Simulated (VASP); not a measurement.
Band structure of Bi (space group I4_1/amd). Level of theory: PBE GGA, VASP's PBE PAW potentials (set 64) (plane waves; VASP).

Unless said otherwise, spin-orbit coupling is left out, though it shifts the bands of the heavy elements here.

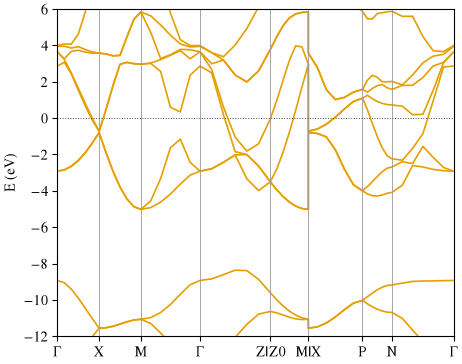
Figure: Bands along high-symmetry lines, zero at the valence-band maximum or, without a gap, the Fermi level

### Question
Read the plot: is there a gap, and where are the band edges?

### Answer
It has no gap at this level: it comes out as a metal or semimetal.

The structure was generated: Bi was put into an ordered model structure, which need not be its known phase. The cell was not relaxed at this level.
